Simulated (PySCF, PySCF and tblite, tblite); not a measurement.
**phenyl acetate (C8H8O2): conformers and averaged spectra**

Aim: find the conformers of phenyl acetate (C8H8O2) (`CC(=O)Oc1ccccc1`), weigh them, and average their properties.

Programs: PySCF 2.14.0 with density-fitted response routines of our own, and tblite 0.8.0. All values are computed, except where a source is named. Atoms count from 0 throughout.

## Step 1: The starting structure

18 atoms, charge 0, multiplicity 1; geometry from: MMFF94s geometry.

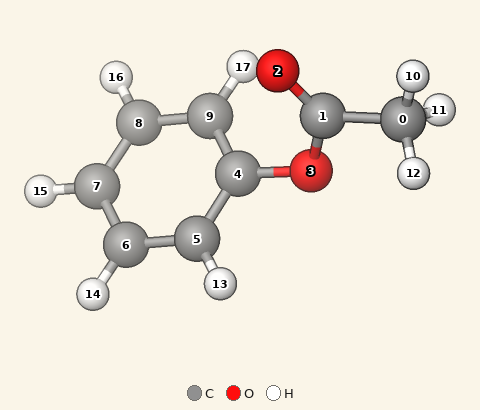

The starting geometry (carbon grey, oxygen red, hydrogen white), atoms numbered.

## Step 2: GFN2-xTB relaxation, conformer 1

Job settings and geometry (Å):

```
{"job": {"xc": "GFN2-xTB", "basis": "xTB", "kind": "relax"}, "charge": 0, "multiplicity": 1}
C      3.438000     0.190200    -0.103700
C      2.013900     0.228400     0.396900
O      1.723700     0.420000     1.577800
O      1.156500    -0.005400    -0.667700
C     -0.205200    -0.005700    -0.329300
C     -0.926300    -1.185200    -0.523900
C     -2.290700    -1.195000    -0.266000
C     -2.927000    -0.028400     0.168000
C     -2.203300     1.146400     0.327800
C     -0.842300     1.168900     0.072500
H      4.114600     0.383300     0.723700
H      3.564300     0.968000    -0.855800
H      3.646500    -0.791300    -0.509100
H     -0.416400    -2.086700    -0.863100
H     -2.863700    -2.106100    -0.390900
H     -4.003700    -0.045000     0.380000
H     -2.710800     2.057900     0.659400
H     -0.277000     2.084800     0.191600
```

Launch:

```bash
$ OMP_NUM_THREADS=1 python ens_run.py task.json out
```

One launch serves the whole session.

Standard output:

```text
step      E/eV     max force
  0    -798.18600    2.832
  1    -798.27468    2.548
  2    -798.32630    0.353
  3    -798.33345    0.199
  4    -798.33874    0.135
  5    -798.34050    0.110
  6    -798.34199    0.064
  7    -798.34255    0.056
  8    -798.34301    0.043
  9    -798.34328    0.035
 10    -798.34328    0.035
 11    -798.34339    0.030
 12    -798.34363    0.052
 13    -798.34376    0.056
 14    -798.34400    0.059
 15    -798.34433    0.056
 16    -798.34455    0.041
 17    -798.34481    0.053
 18    -798.34507    0.049
 19    -798.34536    0.049
 20    -798.34563    0.053
 21    -798.34588    0.047
 22    -798.34609    0.055
 23    -798.34634    0.051
 24    -798.34677    0.072
 25    -798.34748    0.104
 26    -798.34844    0.110
 27    -798.34946    0.092
 28    -798.35034    0.066
 29    -798.35098    0.063
 30    -798.35172    0.073
 31    -798.35255    0.067
 32    -798.35335    0.066
 33    -798.35412    0.104
 34    -798.35515    0.135
 35    -798.35635    0.114
 36    -798.35794    0.097
 37    -798.35838    0.064
 38    -798.35887    0.068
 39    -798.35920    0.036
 40    -798.35939    0.040
 41    -798.35953    0.024
 42    -798.35964    0.024
 43    -798.35973    0.016
 44    -798.35977    0.015
 45    -798.35980    0.016
 46    -798.35983    0.016
 47    -798.35986    0.013
 48    -798.35988    0.014
 49    -798.35991    0.013
 50    -798.35995    0.016
 51    -798.36001    0.026
 52    -798.36010    0.031
 53    -798.36019    0.026
 54    -798.36027    0.023
 55    -798.36033    0.019
 56    -798.36038    0.015
 57    -798.36042    0.017
 58    -798.36045    0.014
 59    -798.36049    0.016
 60    -798.36055    0.016
 61    -798.36063    0.016
 62    -798.36068    0.027
 63    -798.36072    0.018
 64    -798.36074    0.017
 65    -798.36078    0.015
 66    -798.36084    0.014
 67    -798.36088    0.011
 68    -798.36090    0.011
 69    -798.36091    0.011
 70    -798.36094    0.010
 71    -798.36096    0.011
 72    -798.36099    0.010
 73    -798.36100    0.007
 74    -798.36101    0.006
 75    -798.36102    0.006
 76    -798.36102    0.007
 77    -798.36103    0.007
 78    -798.36104    0.007
 79    -798.36104    0.007
 80    -798.36105    0.007
 81    -798.36106    0.010
 82    -798.36107    0.010
 83    -798.36109    0.010
 84    -798.36112    0.013
 85    -798.36115    0.013
 86    -798.36116    0.012
 87    -798.36118    0.010
 88    -798.36118    0.006
 89    -798.36119    0.009
 90    -798.36120    0.007
 91    -798.36120    0.003
```

Run time: 0.7 s. Hardware: 1 thread of Intel Xeon at 2.60GHz, shared host.

Relaxing gained 0.175 eV and moved the atoms by 0.20 Å on average (rms).

## Step 3: Shieldings, conformer 1: wB97X-D/pcSseg-1 in chloroform

Job settings and geometry (Å):

```
{"job": {"xc": "wB97X-D", "basis": "pcSseg-1", "solvent": "chloroform", "kind": "nmr", "pop": true}, "charge": 0, "multiplicity": 1}
C      3.448180     0.180967    -0.137797
C      2.053325     0.387152     0.392918
O      1.777183     0.965054     1.407329
O      1.161551    -0.178434    -0.439049
C     -0.207788    -0.087375    -0.212302
C     -0.958889    -1.220311    -0.498714
C     -2.332016    -1.186544    -0.345624
C     -2.954712    -0.030240     0.094903
C     -2.199773     1.095432     0.373531
C     -0.823991     1.077682     0.218504
H      4.167803     0.339444     0.659308
H      3.629814     0.903514    -0.931421
H      3.547759    -0.817225    -0.553866
H     -0.455290    -2.111696    -0.839263
H     -2.915941    -2.067066    -0.567616
H     -4.026921    -0.006951     0.218646
H     -2.681535     1.999847     0.713172
H     -0.237519     1.955739     0.435684
```

Standard output:

```text
coarse grid: 15824 points
cycle   1  E = -459.6644155383  dE =  2.309e+00  |g| = 9.430e-01  |ddm| = 4.069e+00
cycle   2  E = -459.5804322093  dE =  8.398e-02  |g| = 1.231e+00  |ddm| = 1.297e+00
cycle   3  E = -459.8356354657  dE = -2.552e-01  |g| = 1.321e-01  |ddm| = 7.459e-01
cycle   4  E = -459.8381721594  dE = -2.537e-03  |g| = 6.686e-02  |ddm| = 1.136e-01
cycle   5  E = -459.8389204398  dE = -7.483e-04  |g| = 1.281e-02  |ddm| = 5.128e-02
cycle   6  E = -459.8389568294  dE = -3.639e-05  |g| = 3.957e-03  |ddm| = 1.399e-02
cycle   7  E = -459.8389611738  dE = -4.344e-06  |g| = 9.799e-04  |ddm| = 5.069e-03
final grid: 155056 points
cycle   8  E = -459.9225039155  dE = -1.894e-04  |g| = 4.115e-03  |ddm| = 5.293e-02
cycle   9  E = -459.9225067124  dE = -2.797e-06  |g| = 3.029e-03  |ddm| = 8.328e-03
cycle  10  E = -459.9225084258  dE = -1.713e-06  |g| = 1.101e-03  |ddm| = 2.651e-03
cycle  11  E = -459.9225086204  dE = -1.946e-07  |g| = 4.697e-04  |ddm| = 1.211e-03
cycle  12  E = -459.9225086646  dE = -4.421e-08  |g| = 6.095e-05  |ddm| = 3.921e-04
cycle  13  E = -459.9225086658  dE = -1.224e-09  |g| = 3.318e-05  |ddm| = 1.134e-04
cycle  14  E = -459.9225086662  dE = -3.779e-10  |g| = 8.183e-06  |ddm| = 5.175e-05
converged SCF energy = -459.9225086662

GIAO shielding tensors (ppm)
atom      isotropic    diamagn.    paramagn.     s11        s22        s33       span
  0 C      161.374     248.932     -87.558    138.000    153.014    193.108     55.108
  1 C        8.855     248.910    -240.055    -99.023     56.098     69.489    168.512
  2 O      -89.058     406.268    -495.326   -378.968   -189.044    300.838    679.807
  3 O       93.189     407.677    -314.488    -60.021    135.310    204.279    264.300
  4 C       28.002     256.449    -228.447    -71.386     44.619    110.773    182.160
  5 C       59.912     253.252    -193.340    -32.725     44.270    168.190    200.916
  6 C       50.552     254.777    -204.225    -61.549     34.858    178.346    239.895
  7 C       54.634     254.955    -200.321    -55.693     38.009    181.586    237.279
  8 C       51.335     254.844    -203.509    -59.270     34.860    178.416    237.687
  9 C       58.028     255.654    -197.627    -32.855     31.644    175.294    208.148
 10 H       29.683      26.177       3.506     25.645     28.050     35.355      9.710
 11 H       29.085      27.445       1.640     26.241     27.272     33.742      7.501
 12 H       29.312      28.946       0.366     24.799     29.124     34.012      9.212
 13 H       24.286      32.811      -8.524     20.342     24.170     28.347      8.005
 14 H       23.932      29.800      -5.868     20.517     24.533     26.745      6.229
 15 H       24.156      29.185      -5.029     20.864     24.988     26.617      5.753
 16 H       23.969      30.317      -6.348     20.536     24.505     26.867      6.330
 17 H       23.821      34.153     -10.332     19.130     22.963     29.371     10.240
```

Wall time 48 s (1 thread of Intel Xeon at 2.60GHz, shared host); peak memory 1.1 GiB.

Key values: HOMO -8.98 eV, LUMO 1.23 eV; dipole 2.16 D.

## Step 4: Single-point energy, conformer 1: B3LYP/def2-SVP in chloroform

Changed since step 3:

```diff
@@ -1,2 +1,2 @@
-{"job": {"xc": "wB97X-D", "basis": "pcSseg-1", "solvent": "chloroform", "kind": "nmr", "pop": true}, "charge": 0, "multiplicity": 1}
+{"job": {"xc": "B3LYP", "basis": "def2-SVP", "solvent": "chloroform", "kind": "sp"}, "charge": 0, "multiplicity": 1}
 C      3.448180     0.180967    -0.137797
```

Standard output:

```text
coarse grid: 15824 points
cycle   1  E = -459.5130966377  dE =  1.775e+00  |g| = 9.565e-01  |ddm| = 5.565e+00
cycle   2  E = -459.1279642902  dE =  3.851e-01  |g| = 1.701e+00  |ddm| = 2.340e+00
cycle   3  E = -459.6795074560  dE = -5.515e-01  |g| = 3.001e-01  |ddm| = 1.665e+00
cycle   4  E = -459.6969514422  dE = -1.744e-02  |g| = 8.247e-02  |ddm| = 3.060e-01
cycle   5  E = -459.6979606529  dE = -1.009e-03  |g| = 3.083e-02  |ddm| = 7.391e-02
cycle   6  E = -459.6981725205  dE = -2.119e-04  |g| = 5.209e-03  |ddm| = 3.076e-02
cycle   7  E = -459.6981780559  dE = -5.535e-06  |g| = 1.908e-03  |ddm| = 6.714e-03
final grid: 155056 points
cycle   8  E = -459.7965664661  dE = -4.256e-05  |g| = 7.200e-03  |ddm| = 4.925e-02
cycle   9  E = -459.7965534271  dE =  1.304e-05  |g| = 1.075e-02  |ddm| = 1.640e-02
cycle  10  E = -459.7965785201  dE = -2.509e-05  |g| = 1.431e-03  |ddm| = 9.850e-03
cycle  11  E = -459.7965789381  dE = -4.180e-07  |g| = 2.837e-04  |ddm| = 1.354e-03
cycle  12  E = -459.7965789488  dE = -1.074e-08  |g| = 1.632e-04  |ddm| = 3.648e-04
cycle  13  E = -459.7965789540  dE = -5.118e-09  |g| = 3.030e-05  |ddm| = 1.580e-04
cycle  14  E = -459.7965789541  dE = -1.871e-10  |g| = 1.098e-05  |ddm| = 4.041e-05
converged SCF energy = -459.7965789541
```

Wall time 13 s (1 thread of Intel Xeon at 2.60GHz, shared host); peak memory 0.8 GiB.

This run: HOMO -6.82 eV, LUMO -0.53 eV; dipole 2.00 D.

## Step 5: Couplings, conformer 1: B3LYP/6-31G*+pcJ-1

Changed since step 4:

```diff
@@ -1,2 +1,2 @@
-{"job": {"xc": "B3LYP", "basis": "def2-SVP", "solvent": "chloroform", "kind": "sp"}, "charge": 0, "multiplicity": 1}
+{"job": {"xc": "B3LYP", "basis": {"default": "6-31G*", "H": "pcJ-1"}, "nuclei": ["H", "F", "P", "Si", "B"], "kind": "j"}, "charge": 0, "multiplicity": 1}
 C      3.448180     0.180967    -0.137797
```

Standard output:

```text
coarse grid: 15824 points
cycle   1  E = -460.0122994023  dE =  1.877e+00  |g| = 9.850e-01  |ddm| = 4.268e+00
cycle   2  E = -459.5407464206  dE =  4.716e-01  |g| = 1.834e+00  |ddm| = 2.125e+00
cycle   3  E = -460.1833994832  dE = -6.427e-01  |g| = 3.726e-01  |ddm| = 1.596e+00
cycle   4  E = -460.2110113097  dE = -2.761e-02  |g| = 9.541e-02  |ddm| = 3.563e-01
cycle   5  E = -460.2123545445  dE = -1.343e-03  |g| = 3.859e-02  |ddm| = 8.492e-02
cycle   6  E = -460.2126811714  dE = -3.266e-04  |g| = 7.401e-03  |ddm| = 3.356e-02
cycle   7  E = -460.2126927842  dE = -1.161e-05  |g| = 3.262e-03  |ddm| = 9.771e-03
cycle   8  E = -460.2126954060  dE = -2.622e-06  |g| = 8.390e-04  |ddm| = 3.605e-03
final grid: 155056 points
cycle   9  E = -460.1293870655  dE = -3.845e-05  |g| = 7.176e-03  |ddm| = 3.031e-02
cycle  10  E = -460.1293796646  dE =  7.401e-06  |g| = 9.339e-03  |ddm| = 1.417e-02
cycle  11  E = -460.1293997881  dE = -2.012e-05  |g| = 1.932e-03  |ddm| = 8.237e-03
cycle  12  E = -460.1294005018  dE = -7.136e-07  |g| = 4.210e-04  |ddm| = 1.622e-03
cycle  13  E = -460.1294005306  dE = -2.888e-08  |g| = 1.843e-04  |ddm| = 4.584e-04
cycle  14  E = -460.1294005370  dE = -6.351e-09  |g| = 3.425e-05  |ddm| = 1.554e-04
cycle  15  E = -460.1294005372  dE = -2.343e-10  |g| = 1.002e-05  |ddm| = 3.528e-05
converged SCF energy = -460.1294005372

Indirect spin-spin couplings (Hz)
  i      j    bonds     total        FC       PSO       DSO        SD
 10 H   11 H    2    -16.206   -15.739     2.164    -2.632         -
 10 H   12 H    2    -11.580   -11.012     2.193    -2.760         -
 10 H   14 H    7     -0.198     0.035     0.488    -0.722         -
 10 H   15 H    8     -0.237     0.004     0.485    -0.726         -
 10 H   16 H    7     -0.206     0.013     0.465    -0.684         -
 10 H   17 H    6     -0.213    -0.010     0.448    -0.651         -
 11 H   12 H    2    -18.361   -17.984     2.125    -2.503         -
 11 H   13 H    6     -0.230    -0.072     0.390    -0.548         -
 11 H   14 H    7     -0.202     0.022     0.463    -0.687         -
 11 H   15 H    8     -0.282    -0.050     0.450    -0.681         -
 11 H   16 H    7     -0.163     0.019     0.369    -0.551         -
 12 H   15 H    8     -0.251    -0.016     0.455    -0.690         -
 12 H   16 H    7     -0.239     0.027     0.546    -0.812         -
 12 H   17 H    6     -0.353    -0.050     0.666    -0.969         -
 13 H   14 H    3      9.300     9.486     0.154    -0.341         -
 13 H   15 H    4      0.304     0.950     1.184    -1.831         -
 13 H   16 H    5     -0.210     0.447     1.191    -1.849         -
 13 H   17 H    4      1.823     2.492     1.251    -1.920         -
 14 H   15 H    3      8.414     8.634     0.217    -0.438         -
 14 H   16 H    4      0.787     1.446     1.215    -1.874         -
 14 H   17 H    5     -0.161     0.484     1.157    -1.801         -
 15 H   16 H    3      8.397     8.613     0.205    -0.421         -
 15 H   17 H    4      0.280     0.896     1.139    -1.756         -
 16 H   17 H    3      9.703     9.814     0.036    -0.147         -
```

It took 36 s on 1 thread of Intel Xeon at 2.60GHz, shared host; peak memory 1 GiB.

This run: HOMO -6.58 eV, LUMO -0.30 eV; dipole 1.67 D.

## Step 6: Averages: properties at wB97X-D/pcSseg-1 in chloroform

Job settings and geometry (Å):

```
{"job": {"study": "conf", "smiles": "CC(=O)Oc1ccccc1", "search": {"seed": 8828, "n_embed": 90, "ff_keep": 18, "window": 3.0, "nmax": 8, "temps": [150, 200, 250, 298.15, 400], "t_ref": 298.15, "order": 0.002}, "level": {"nmr": {"xc": "wB97X-D", "basis": "pcSseg-1", "solvent": "chloroform"}, "sp": {"xc": "B3LYP", "basis": "def2-SVP", "solvent": "chloroform"}, "j": {"xc": "B3LYP", "basis": {"default": "6-31G*", "H": "pcJ-1"}, "nuclei": ["H", "F", "P", "Si", "B"]}}, "kind": "conf"}, "charge": 0, "multiplicity": 1}
C      3.448180     0.180967    -0.137797
C      2.053325     0.387152     0.392918
O      1.777183     0.965054     1.407329
O      1.161551    -0.178434    -0.439049
C     -0.207788    -0.087375    -0.212302
C     -0.958889    -1.220311    -0.498714
C     -2.332016    -1.186544    -0.345624
C     -2.954712    -0.030240     0.094903
C     -2.199773     1.095432     0.373531
C     -0.823991     1.077682     0.218504
H      4.167803     0.339444     0.659308
H      3.629814     0.903514    -0.931421
H      3.547759    -0.817225    -0.553866
H     -0.455290    -2.111696    -0.839263
H     -2.915941    -2.067066    -0.567616
H     -4.026921    -0.006951     0.218646
H     -2.681535     1.999847     0.713172
H     -0.237519     1.955739     0.435684
```

Standard output:

```text
conformer  sym    E(xTB)   E(DFT)   G(298.15 K)  weight  dipole/D
    1     C1      0.000    0.000    0.000   1.0000    2.002

mean shielding (ppm) by class
class atoms           150 K      200 K      250 K   298.15 K      400 K
  0 C  0            161.374    161.374    161.374    161.374    161.374
  1 C  1              8.855      8.855      8.855      8.855      8.855
  2 O  2            -89.058    -89.058    -89.058    -89.058    -89.058
  3 O  3             93.189     93.189     93.189     93.189     93.189
  4 C  4             28.002     28.002     28.002     28.002     28.002
  5 C  5,9            58.97      58.97      58.97      58.97      58.97
  6 C  6,8           50.944     50.944     50.944     50.944     50.944
  7 C  7             54.634     54.634     54.634     54.634     54.634
  8 H  10,11,12       29.36      29.36      29.36      29.36      29.36
  9 H  13,17         24.054     24.054     24.054     24.054     24.054
 10 H  14,16         23.951     23.951     23.951     23.951     23.951
 11 H  15            24.156     24.156     24.156     24.156     24.156
```

Run time: 1.7 min. Hardware: 1 thread of Intel Xeon at 2.60GHz, shared host. This counts the runs that the step sums up.

The search (ETKDG and KDG, MMFF94s, GFN2-xTB) embedded 90 structures, kept 2 distinct ones after the force field and 1 after xTB; 1 was carried on (window 3.0 kcal/mol at the search's own energies). Energies: B3LYP/def2-SVP in chloroform with D3(BJ).

The conformers at 298 K:

| no. | group | mirror pair | ΔE xTB | ΔE DFT | ΔG | weight (%) | μ (D) | O2–C1–O3–C4 (°) | C1–O3–C4–C5 (°) | A, B, C (GHz) |
| --- | --- | --- | --- | --- | --- | --- | --- | --- | --- | --- |
| 1 | C1 | yes | 0.00 | 0.00 | 0.00 | 100.0 | 2.00 | 3 | -141 | 3.73, 0.82, 0.71 |

Energies in kcal/mol. ΔG holds xTB vibrations and rotation, symmetry numbers and mirror pairs.

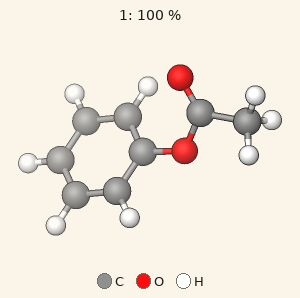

The one conformer.

Shifts against references run at the same level (¹³C TMS 187.7, ¹H TMS 31.81 ppm of shielding), by class of atoms, at 298 K:

| atoms | environment | average | measured |
| --- | --- | --- | --- |
| C1 | ester carbonyl carbon | 178.9 | – |
| C4 | aromatic carbon bearing oxygen | 159.7 | – |
| C6, C8 | aromatic CH | 136.8 | – |
| C7 | aromatic CH | 133.1 | – |
| C5, C9 | aromatic CH | 128.8 | – |
| C0 | methyl carbon α to a carbonyl | 26.3 | – |
| H14, H16 | hydrogen on an aromatic CH | 7.86 | 7.28 |
| H13, H17 | hydrogen on an aromatic CH | 7.76 | 7.00 |
| H15 | hydrogen on an aromatic CH | 7.66 | 7.12 |
| H10, H11, H12 | hydrogen on a methyl carbon α to a carbonyl | 2.45 | – |
| O2 | ester carbonyl oxygen | -89.1 (σ) | – |
| O3 | ester alkoxy oxygen | 93.2 (σ) | – |

Measured: solution, CCl4; Shapiro, Mohrmann, J. Phys. Chem. Ref. Data 1977, 6, 919.

Couplings (Hz, B3LYP/6-31G*+pcJ-1; one pair named for each class), from conformers that hold 100 % of the weight:

```
   pair  bonds  average
H10–H11      2    -15.4
H13–H14      3      9.5
H14–H15      3      8.4
H13–H17      4      1.8
H14–H16      4      0.8
```

Effective distances for nuclear Overhauser effects, ⟨r⁻⁶⟩^(−1/6) over all pairs of two classes (Å): H14···H15 2.47; H13···H14 2.76.

## Step 7: Summary of results

| quantity | value |
| --- | --- |
| conformers | 1; the first in weight is no. 1 (C1), 100 % at 298 K |
| root-mean-square dipole | 2.00 D |
| averaged ¹³C shifts (wB97X-D/pcSseg-1 in chloroform) | 178.9, 159.7, 136.8, 133.1, 128.8, 26.3 ppm |
| averaged ¹H shifts (wB97X-D/pcSseg-1 in chloroform) | 7.86, 7.76, 7.66, 2.45 ppm |

**Reading.** The search found one conformer in the window, so the averages are its own values. Against 3 measured ¹H shifts the average misses by 0.62 ppm. Vibration is missing from the shifts, so part of that gap is not the functional's.
